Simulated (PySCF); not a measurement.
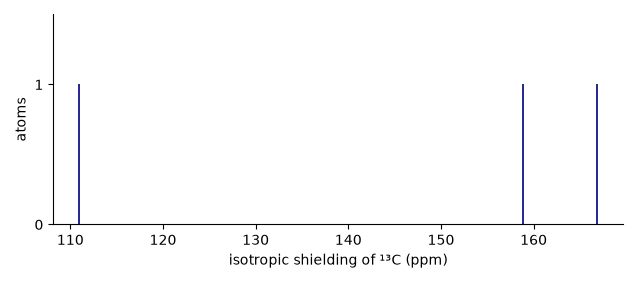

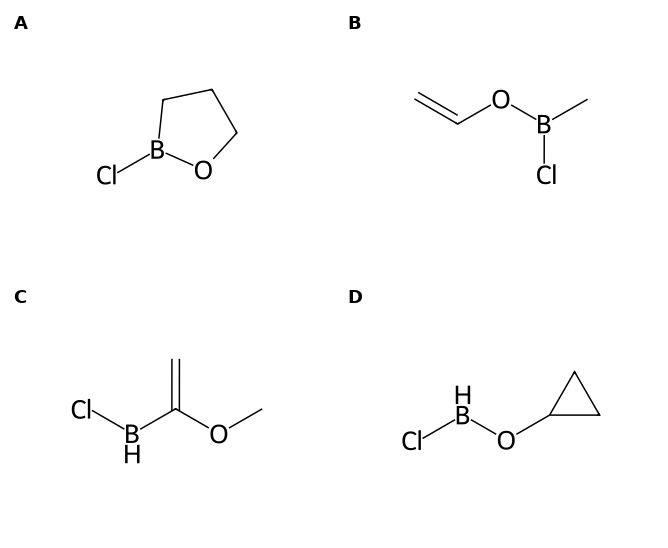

The sticks are computed shieldings of one of the molecules, for one fixed geometry (GFN2-xTB) without averaging over rotations. Low shielding means a high chemical shift. Method: GIAO PBE0/pcSseg-1 NMR shielding, non-relativistic, gas phase (PySCF 2.14.0).

Match the spectrum to a structure.

A, `ClB1CCCO1`. Its 3 C atoms give lines at 110.9, 158.9, 166.9 ppm.

The geometry is semi-empirical. Around B such bond lengths and angles can be off by a tenth of an ångström or more and by several degrees, and values that hang on the shape move with them.
